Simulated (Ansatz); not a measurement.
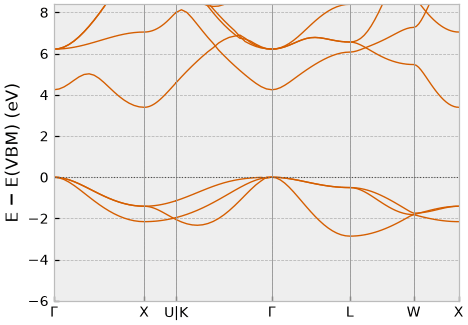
Figure. Band structure from PBE in the plane-wave PAW code Ansatz

**Question.** Read off the gap and where the band edges lie.

**Answer.** About 3.4 eV (3.39 eV by a search for the band edges); maximum at Γ, minimum at X.

**Question.** Pick the material that matches.
(A) MgTe, zinc blende
(B) MgS, rock salt
(C) Li2S, anti-fluorite
(D) Na2S, anti-fluorite

**Answer.** C, Li2S, anti-fluorite

Space group Fm-3m (anti-fluorite). Symmetry was held in the PBE relaxation.

Potentials: the later of the program's two PAW sets.
